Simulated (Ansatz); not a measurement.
## BSiH$_{2}$OF: one change and its effect

System: BSiH$_{2}$OF, SMILES F[SiH]1BO1.
Method of run 1: RKS SPW92 (LDA)/def2-TZVPP (Ansatz 0.2.0).

The geometry comes from this level: PBE0-D4/def2-TZVP. Text and figures count atoms from 1; the logs count them from 0 in places.

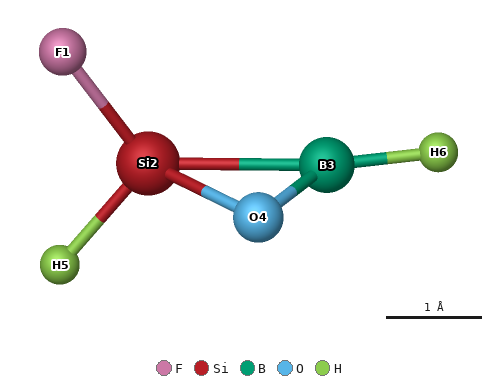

Fig. 1: The structure as given in the input (ball-and-stick view, seen at a tilt; atoms are numbered from 1 in the order of the input). Bond lengths as drawn: B–H 1.19 Å, B–O 1.35 Å, B–Si 1.88 Å, F–Si 1.59 Å, H–Si 1.47 Å and O–Si 1.72 Å.

The input, run 1:
```yaml
crystal:
  periodic: [false, false, false]
  atoms:
    - {symbol: F, position_ang: [-1.754496, -0.557205, -0.921735]}
    - {symbol: Si, position_ang: [-0.388169, 0.197663, -0.612296]}
    - {symbol: B, position_ang: [0.467902, 0.125566, 1.064561]}
    - {symbol: O, position_ang: [0.770293, -0.821865, 0.146293]}
    - {symbol: H, position_ang: [0.098223, 0.718322, -1.903740]}
    - {symbol: H, position_ang: [0.848246, 0.273418, 2.180818]}
basis:
  gaussian: {orbitals: def2-TZVPP}
hamiltonian: {xc: lda}
output: {orbitals: {seedname: orbitals}}
```

Launched with:
```bash
ansatz run in.yaml --threads 2 --pin off --events-out ev --progress --plain --max-ram 4352MiB
```

Hardware: 2 threads of Arm Neoverse V1, 23 GiB of memory available, shared host.

Output (run 1):
```
Functional definition: SPW92
  exchange = slater_x
  correlation = pw_c
882 factors; their error is unknown
mean field evaluation 1: about -13276.4599 eV, gradient 6.4e1 eV
mean field evaluation 2: about -13221.8224 eV, gradient 1.7e2 eV
mean field evaluation 4: about -13283.3248 eV, gradient 2.0e1 eV
mean field evaluation 8: about -13283.8979 eV, gradient 1.6e-1 eV
mean field evaluation 16: about -13283.8795 eV, gradient 7.4e-5 eV
mean field -13283.87945237 eV, -488.1735657376 hartree, gradient 7.7e-5 eV, S^2 0.000000; 0 other end points of the search recorded, 0 dependent functions left out
reference -13283.87948850 eV, -488.1735670655 hartree; 19, 19 occupied and 144, 144 virtual orbitals, 882 factors
Total energy: -13283.87948850 eV, -488.1735670655 hartree
```

For run 2 the input was changed thus:
```diff
-hamiltonian: {xc: lda}
+correlation: {method: ccsd_t}
```

How does run 2 compare with run 1?

The total energies belong to different methods, so their difference says nothing on which is more stable or more accurate. The HOMO goes from −6.29 to −10.22 eV. The LUMO goes from −2.65 to 2.06 eV.

Output (run 2):
```
Functional definition: HF
  exchange = exact_x
  correlation = 0
999 factors; integrals over basis functions are off by at most 8.3e-4 eV
mean field evaluation 1: about -13309.3885 eV, gradient 4.4e1 eV
mean field evaluation 2: about -13309.6295 eV, gradient 4.4e1 eV
mean field evaluation 4: about -13313.4018 eV, gradient 3.5e0 eV
mean field evaluation 8: about -13313.4657 eV, gradient 2.9e-1 eV
mean field evaluation 16: about -13313.4662 eV, gradient 2.1e-6 eV
mean field -13313.46624730 eV, -489.2608603968 hartree, gradient 2.1e-6 eV, S^2 0.000000; 0 other end points of the search recorded, 0 dependent functions left out
8 core orbitals not correlated: weight in the atoms' cores, before any rotation towards them, 1.000 or more for the frozen orbitals, at most 0.000 for the correlated occupied ones
reference -13313.46624730 eV, -489.2608603968 hartree; 11, 11 occupied and 144, 144 virtual orbitals, 999 factors
second order -18.81670124 eV of doubles, -0.00000000 eV of singles
cycle   1  -18.69688019 eV  change    1.2e-1 eV  update   1.1e-1
cycle   2  -19.17694930 eV  change   -4.8e-1 eV  update   3.4e-2
cycle   3  -19.30586823 eV  change   -1.3e-1 eV  update   1.8e-2
cycle   4  -19.28658465 eV  change    1.9e-2 eV  update   4.5e-3
cycle   5  -19.28495496 eV  change    1.6e-3 eV  update   2.2e-3
cycle   6  -19.28656018 eV  change   -1.6e-3 eV  update   7.2e-4
cycle   7  -19.28623371 eV  change    3.3e-4 eV  update   2.9e-4
cycle   8  -19.28613355 eV  change    1.0e-4 eV  update   8.6e-5
cycle   9  -19.28618413 eV  change   -5.1e-5 eV  update   3.8e-5
cycle  10  -19.28618958 eV  change   -5.4e-6 eV  update   1.6e-5
perturbative correction -0.72069876 eV, -0.0264851910 hartree
Total energy: -13333.47313564 eV, -489.9960999820 hartree
```

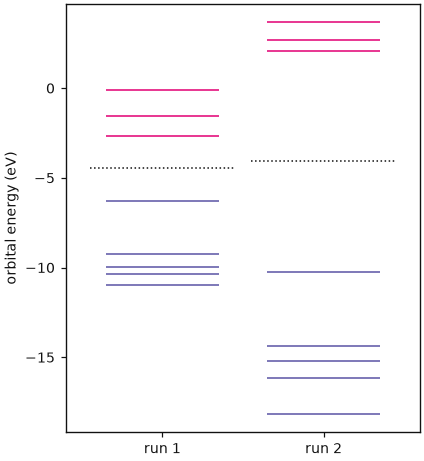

Fig. 2: The five highest filled and three lowest empty orbital energies of the two runs; the dotted lines part filled from empty levels. The HOMO–LUMO gap is 3.64 eV in run 1 and 12.28 eV in run 2.

The two runs side by side:

| quantity | run 1 | run 2 |
| --- | --- | --- |
| outcome | converged | converged |
| total energy (hartree) | −488.173567 | −489.996100 |
| HOMO (eV) | −6.29 | −10.22 |
| LUMO (eV) | −2.65 | 2.06 |
| basis functions | 163 | 163 |
| wall time (shared host) | 0.95 s | 32 s |
